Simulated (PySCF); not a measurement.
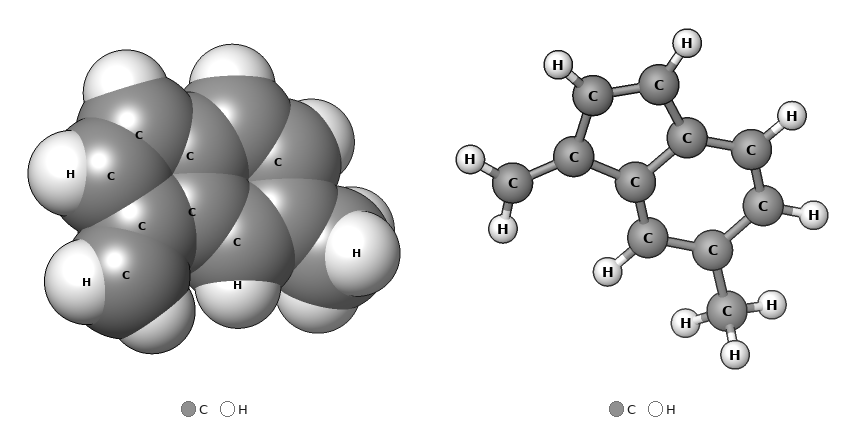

Both panels show the same species.

The geometry was computed by an optimisation with PBE0-D3(BJ)/def2-SVP. No frequency run is at hand to confirm it as a minimum.

**Give the formula.**

C₁₁H₁₀, 21 atoms: 11 carbon and 10 hydrogen.

**Count the bonded pairs by element.**

12 C–C, 10 C–H.

The parts below concern this one geometry. Atoms keep their numbers from picture to picture.

## Shape

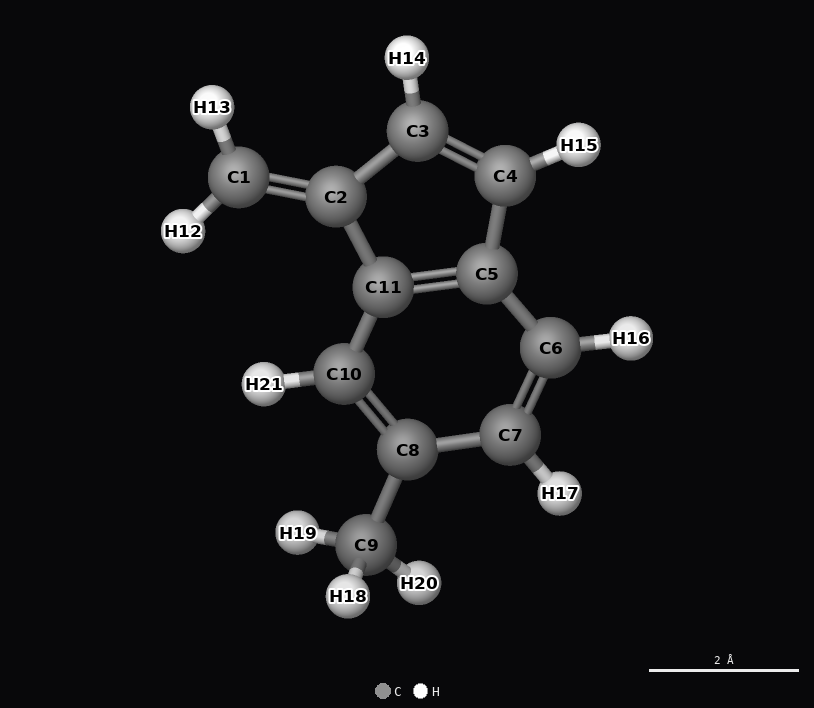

The atoms are numbered. No frequency run is at hand to confirm it as a minimum.

List the bonds and their lengths. Leave out bonds to hydrogen.

```
   bond  length (Å)     order
  C1–C2       1.343    double
  C2–C3       1.469    single
 C2–C11       1.479    single
  C3–C4       1.354    double
  C4–C5       1.464    single
  C5–C6       1.390  aromatic
 C5–C11       1.413  aromatic
  C6–C7       1.398  aromatic
  C7–C8       1.401  aromatic
  C8–C9       1.502    single
 C8–C10       1.405  aromatic
C10–C11       1.386  aromatic
```

## Excitation

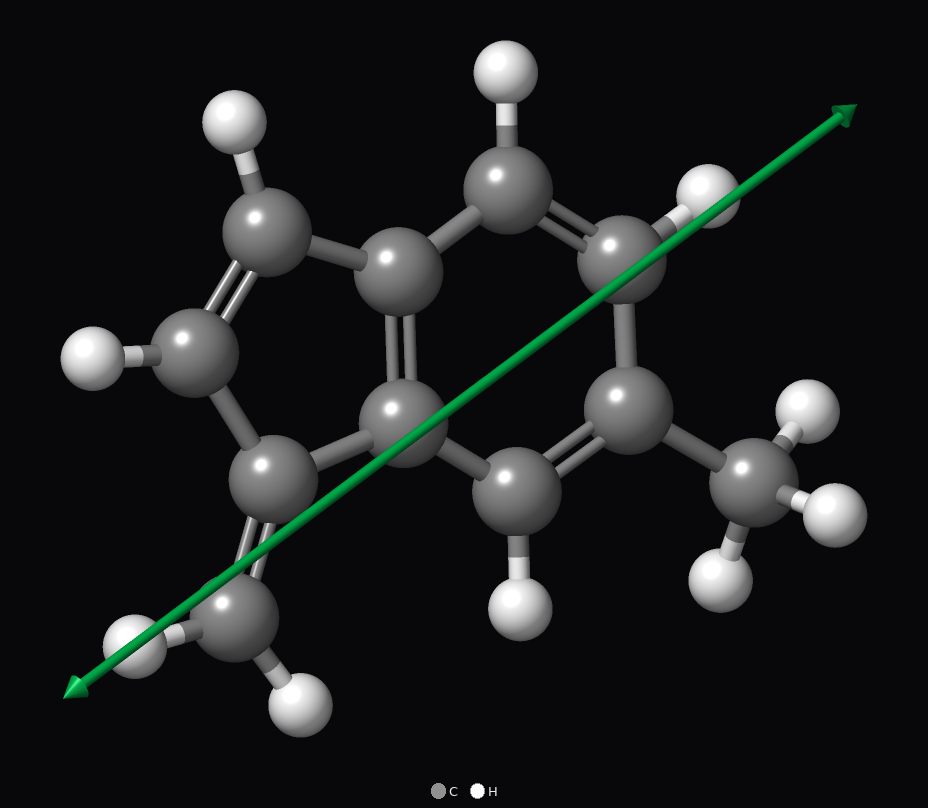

The double arrow shows the direction of the transition dipole to excited singlet state 3 (its length means nothing). No frequency run is at hand to confirm it as a minimum. Method: TDDFT ωB97X-D/def2-SVPD, vertical, gas phase, core orbitals frozen in the response (PySCF 2.14.0).

**Give its energy, strength and character.**

5.33 eV (232 nm), oscillator strength 0.65, of mixed character, with the largest part HOMO → LUMO+1 (weight 0.49); transition dipole 5.66 D.

## Ring current

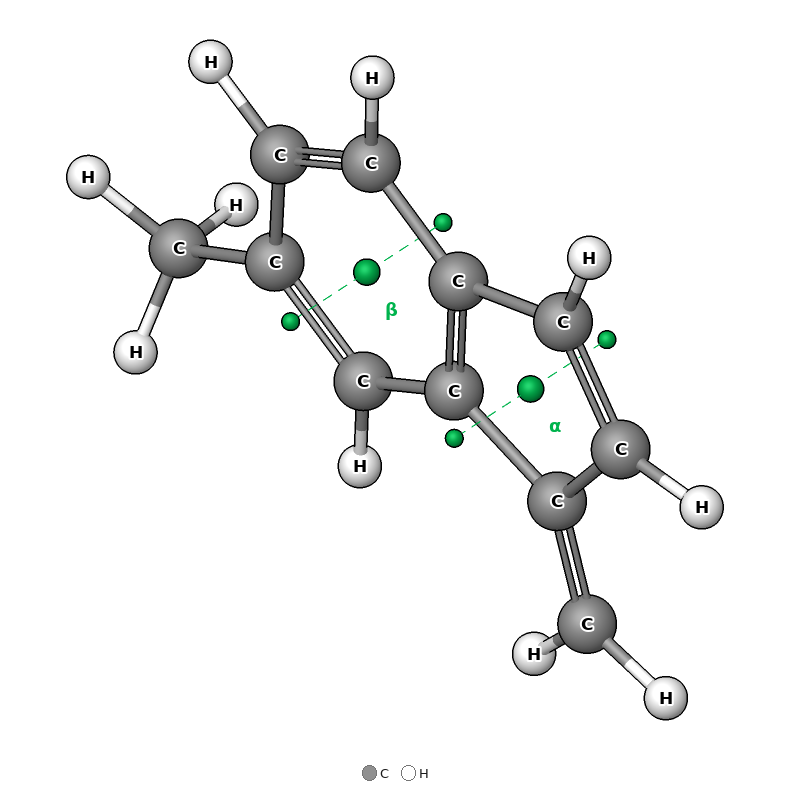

The small points mark where nucleus-independent chemical shifts (NICS) were computed: at the centre of each lettered ring and 1 Å above and below it. No frequency run is at hand to confirm it as a minimum. Level of theory: GIAO PBE0/pcSseg-1 NMR shielding, non-relativistic, gas phase (PySCF 2.14.0).

Give NICS(0), NICS(1) and the out-of-plane component NICS(1)zz for each ring (means of the two sides).

```
ring  members  NICS(0)  NICS(1)  NICS(1)zz
   α       C5      2.6     −2.6        0.7
   β       C6     −7.3    −10.1      −23.8
```

Values in ppm.

**What do the values say about the ring currents?**

Ring α: weak, as in a non-aromatic ring. Ring β: diatropic, as in an aromatic ring. NICS is one index among several.

## Polarisability

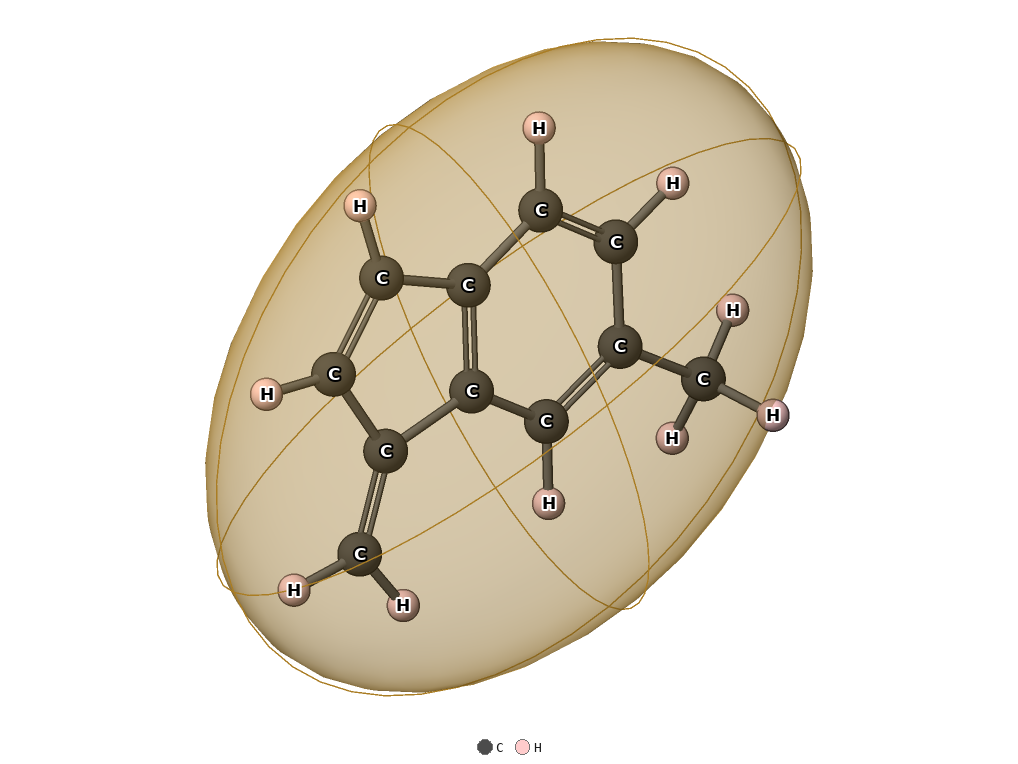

The ellipsoid shows the static dipole polarisability: its half-axes are proportional to the principal values. No frequency run is at hand to confirm it as a minimum. Level of theory: ωB97X-D/def2-SVPD (PySCF 2.14.0).

**How large and how anisotropic is the polarisability?**

Principal values 73.2, 144.5, 183.2 bohr³; mean 133.6 bohr³ (19.80 Å³); anisotropy 96.7 bohr³, so the longest axis is 2.50 times the shortest.
